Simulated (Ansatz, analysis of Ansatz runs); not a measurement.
## An added hole started on Co in Na3CoO2 (P4_2/mnm)

Question: does an added hole stay on the Co atom where it is started in Na3CoO2 (P4_2/mnm), and if so, how high is the barrier for a hop to another Co site nearby? Model: a cell of 48 host atoms.

Calculated with Ansatz 0.2.0; plane-wave PAW DFT, PBEsol+U; relaxation of all atoms of a supercell at fixed charge in a uniform background; PAW set soft_1.

In doubt: warnings of the run leave room for a lower electronic state, so energies may not be the lowest and differences between runs may mislead.

### 1. The structure

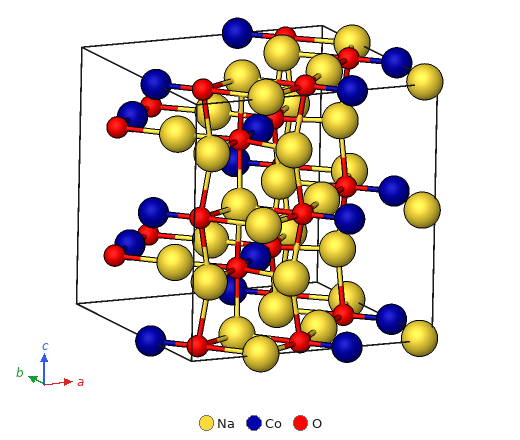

The starting structure, seen slightly off an axis (sodium yellow, cobalt blue, oxygen red). Bonds to atoms that aren't drawn are left out. Some periodic images of atoms are drawn too.

The cell holds 48 atoms: 24 Na, 8 Co and 16 O. Cell: a = 9.338 Å, b = 9.338 Å, c = 9.231 Å, α = 90.0°, β = 90.0°, γ = 90.0°. It derives from Na3CoO2 (space group P4_2/mnm). Nearest the centre at fractional (0.677, 0.323, 0.250): Na8 at 2.09 Å, Na10 at 2.09 Å, Co13 at 2.31 Å, Co37 at 2.31 Å, Na1 at 2.40 Å, O24 at 2.90 Å, O48 at 2.90 Å, O20 at 2.90 Å.

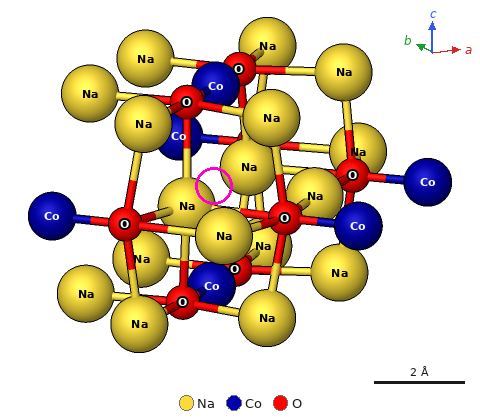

The atoms within 5 Å of the centre. A ring marks the centre wherever it is empty.

Hubbard terms: Co d 4.0 eV. They were chosen, not fitted, to curb self-interaction in the shells named, the trial site's among them. The two sites are Co37 and Co13. The cell's shortest repeat is 9.2 Å. The host's moments were started ferromagnetic, high spin; both sites carry the same spin direction.

### 2. The cell without the carrier

The neutral cell is relaxed first, from small random displacements, so that bond lengths and moments with the carrier can be set beside those of a relaxed cell without it.

Input file neutral.relax/input.yaml:

```yaml
crystal:
  lattice:
    - [9.33837009, 0.0, 0.0]
    - [0.0, 9.33837009, 0.0]
    - [0.0, 0.0, 9.23098123]
  atoms:
    - { symbol: Na, position: [0.858548, 0.141452, 0.25] }
    - { symbol: Na, position: [0.141452, 0.858548, 0.25] }
    - { symbol: Na, position: [0.641452, 0.641452, 0.0] }
    - { symbol: Na, position: [0.358548, 0.358548, 0.0] }
    - { symbol: Na, position: [0.974079, 0.657832, 0.0] }
    - { symbol: Na, position: [0.025921, 0.342168, 0.0] }
    - { symbol: Na, position: [0.157832, 0.525921, 0.25] }
    - { symbol: Na, position: [0.842168, 0.474079, 0.25] }
    - { symbol: Na, position: [0.342168, 0.025921, 0.0] }
    - { symbol: Na, position: [0.525921, 0.157832, 0.25] }
    - { symbol: Na, position: [0.657832, 0.974079, 0.0] }
    - { symbol: Na, position: [0.474079, 0.842168, 0.25] }
    - { symbol: Co, position: [0.676816, 0.323184, 0.0], spin: 2.0 }
    - { symbol: Co, position: [0.176816, 0.176816, 0.25], spin: 2.0 }
    - { symbol: Co, position: [0.823184, 0.823184, 0.25], spin: 2.0 }
    - { symbol: Co, position: [0.323184, 0.676816, 0.0], spin: 2.0 }
    - { symbol: O, position: [0.961219, 0.694402, 0.25] }
    - { symbol: O, position: [0.194402, 0.538781, 0.0] }
    - { symbol: O, position: [0.305598, 0.038781, 0.25] }
    - { symbol: O, position: [0.538781, 0.194402, 0.0] }
    - { symbol: O, position: [0.694402, 0.961219, 0.25] }
    - { symbol: O, position: [0.461219, 0.805598, 0.0] }
    - { symbol: O, position: [0.038781, 0.305598, 0.25] }
    - { symbol: O, position: [0.805598, 0.461219, 0.0] }
    - { symbol: Na, position: [0.858548, 0.141452, 0.75] }
    - { symbol: Na, position: [0.141452, 0.858548, 0.75] }
    - { symbol: Na, position: [0.641452, 0.641452, 0.5] }
    - { symbol: Na, position: [0.358548, 0.358548, 0.5] }
    - { symbol: Na, position: [0.974079, 0.657832, 0.5] }
    - { symbol: Na, position: [0.025921, 0.342168, 0.5] }
    - { symbol: Na, position: [0.157832, 0.525921, 0.75] }
    - { symbol: Na, position: [0.842168, 0.474079, 0.75] }
    - { symbol: Na, position: [0.342168, 0.025921, 0.5] }
    - { symbol: Na, position: [0.525921, 0.157832, 0.75] }
    - { symbol: Na, position: [0.657832, 0.974079, 0.5] }
    - { symbol: Na, position: [0.474079, 0.842168, 0.75] }
    - { symbol: Co, position: [0.676816, 0.323184, 0.5], spin: 2.0 }
    - { symbol: Co, position: [0.176816, 0.176816, 0.75], spin: 2.0 }
    - { symbol: Co, position: [0.823184, 0.823184, 0.75], spin: 2.0 }
    - { symbol: Co, position: [0.323184, 0.676816, 0.5], spin: 2.0 }
    - { symbol: O, position: [0.961219, 0.694402, 0.75] }
    - { symbol: O, position: [0.194402, 0.538781, 0.5] }
    - { symbol: O, position: [0.305598, 0.038781, 0.75] }
    - { symbol: O, position: [0.538781, 0.194402, 0.5] }
    - { symbol: O, position: [0.694402, 0.961219, 0.75] }
    - { symbol: O, position: [0.461219, 0.805598, 0.5] }
    - { symbol: O, position: [0.038781, 0.305598, 0.75] }
    - { symbol: O, position: [0.805598, 0.461219, 0.5] }
basis:
  ecutwfc: 420
  xc_grid: 2
hamiltonian:
  xc: pbesol
  hubbard:
    sites: [{ species: Co, l: d, u_eff: 4.0 }]
    projectors: ortho-atomic
  pseudopotentials: { kind: paw, azcp: { folder: soft_1 }, xc_functional: pbe }
kpoints:
  mp_grid: { grid: [1, 1, 1] }
magnetization:
  spin_polarized: true
  initial_magnetization: 16
  spin_locking: { lock_magnetization: hard }
scf:
  occupations: { method: fermi_dirac, width: 0.01 }
  max_iter: 120
  lower_state_search: "off"
output:
  forces: true
relax:
  f_tol: 0.02
  max_steps: 70
  random_displacement: { amplitude: 0.04, seed: 196 }
checkpoint:
  write: "../neutral.relax.run"
  compress: false
  write_wavefunctions: true
  write_every: 100000
```

Command:

```sh
$ ansatz run input.yaml --threads 8 --pin off --max-ram 17899MiB --backend cpu --events-out ev --progress --plain --runs-dir out
```

Numbers of over 12 decimals in the logs are rounded to 6 here.

What it wrote:

```text
[... repeated set-up lines and file paths are left out, and long positions are rounded to six places ...]
Engine: ansatz 0.2.0, aarch64-unknown-linux-gnu
Pseudopotentials: kind: paw
Pseudopotential: Na, paw, valence charge 9, recommended cutoff 420 eV (normal), soft_1/Na.paw.azcp
Pseudopotential: Co, paw, valence charge 17, recommended cutoff 420 eV (normal), soft_1/Co.paw.azcp
Pseudopotential: O, paw, valence charge 6, recommended cutoff 420 eV (normal), soft_1/O.paw.azcp
Functional definition: PBEsol
  exchange = pbesol_x
  correlation = pbesol_c
Crystal: 48 atoms, lattice volume = 804.989 Å³
Basis set: ecut = 420 eV, 15719 PW (Γ), exchange–correlation on 128×128×128 points (8 copies of the dense FFT grid, shifted against one another)
Bands: 280, of which v1, the nominal top of the filled ones, is band 224 counted from 1 (223 counted from 0)
Symmetry: 1 space group operations
k-points: 1
Non-local potential: Na, projectors of the file, l = 0: 3, l = 1: 2, l = 2: 1
Non-local potential: Co, projectors of the file, l = 0: 3, l = 1: 2, l = 2: 3, l = 3: 1
Non-local potential: O, projectors of the file, l = 0: 2, l = 1: 2, l = 2: 1
PAW form: soft (Blöchl's): semilocal exchange-correlation on the pseudo side does not see the compensation charge
PAW frozen core: Na, regenerated for the run's functional, and the local potential with it (the file was generated under x = pbe(κ = 0.804, μ = 0.219515), c = pbe(β = 0.066725))
PAW frozen core: Co, regenerated for the run's functional, and the local potential with it (the file was generated under x = pbe(κ = 0.804, μ = 0.219515), c = pbe(β = 0.066725))
[...]
atom  20  O     -0.00343532    -0.00129030    -0.00458355
  [... 2 atoms left out ...]
  atom  23  O      0.00230430    -0.00248137     0.00077696
  atom  24  O     -0.00582691    -0.00343795    -0.00330633
  [... 12 atoms left out ...]
  atom  37  Co    -0.00064837    -0.00107954     0.00240600
  [... 6 atoms left out ...]
  atom  44  O     -0.00125225     0.00531419    -0.00360646
  [... 3 atoms left out ...]
  atom  48  O     -0.00228838    -0.00368756    -0.00160969
  max |Σ_I F_I| component: 9.69e-6 eV/Å
--- Band table (eV) ---
  k-point 0 ↑: bands = ["-90.3447", "-90.3445", "-90.3441", "-90.3437", [... 272 left out ...] "12.3527", "12.5273", "12.5280", "12.5489"]
  k-point 0 ↓: bands = ["-88.0775", "-88.0770", "-88.0768", "-88.0764", [... 272 left out ...] "12.4350", "12.4708", "12.5353", "12.5361"]
Occupation matrices written to <dir>
--- Relaxed structure (4 steps of the walk, 4 accepted, 0 SCFs on fresh bases) ---
  F+E_penalty+E_count = -85135.99867886 eV   max|allowed force component| = 1.064e-2 eV/Å
  atoms:
    - { symbol: Na, position: [0.858474, 0.140942, 0.250275] }
    - { symbol: Na, position: [0.140662, 0.858617, 0.250608] }
    [... 5 atoms left out ...]
    - { symbol: Na, position: [0.841877, 0.473975, 0.250021] }
    [... 1 atom left out ...]
    - { symbol: Na, position: [0.525418, 0.157351, 0.250164] }
    [... 2 atoms left out ...]
    - { symbol: Co, position: [0.676568, 0.322708, 0.000120] }
    [... 6 atoms left out ...]
    - { symbol: O, position: [0.537902, 0.194441, 0.000327] }
    [... 2 atoms left out ...]
    - { symbol: O, position: [0.038054, 0.305232, 0.249948] }
    - { symbol: O, position: [0.804832, 0.461440, 0.000125] }
    [... 12 atoms left out ...]
    - { symbol: Co, position: [0.676730, 0.322552, 0.500054] }
    [... 6 atoms left out ...]
    - { symbol: O, position: [0.538092, 0.194223, 0.500288] }
    [... 3 atoms left out ...]
    - { symbol: O, position: [0.804888, 0.461350, 0.500000] }
[key lines of the parts left out:]
SCF converged after 31 iterations
Magnetization: 16.0000 μB (232.0000 up, 216.0000 down)
Free energy (F): -85135.998679 eV
Fermi energy:    4.841765 (↑ 4.633056, ↓ 4.902099) eV
```

The job ended after 51 s (8 threads of Arm Neoverse V1, shared host; peak memory 1.6 GiB; 6.4 min of CPU time).

The largest displacement from an ideal site is 0.006 Å.

(Part 1 of 2 ends here.)

[Logs are printed without paths, hosts, clocks, repeated set-up lines and the standing remarks that a program may print on its own settings, such as how far it seeks lower states.]

[Hosts, paths, dates, database ids (printed as entryN), source tags and the programs' standing remarks are cut or masked in the printed files.]
